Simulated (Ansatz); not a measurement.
Start from SnTe in the rock salt structure (space group Fm-3m, No. 225; a = 6.370 Å).

Now apply this change: the cell is scaled by 1.0532 in all directions; the atoms relax in the strained cell.

The values are results of r2SCAN (Ansatz, a quantum-chemistry and plane-wave program, PAW, no SOC), not measurements.

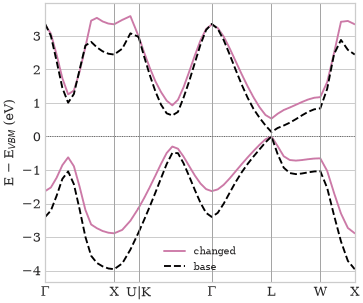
Figure. Highest valence and lowest conduction band along the path, each from its own valence-band maximum

From the figure, how large is the changed gap, and is it direct?

About 0.5 eV, direct at L.

With Te present, leaving out spin-orbit coupling can change the band edges. No phonon test of stability was made.
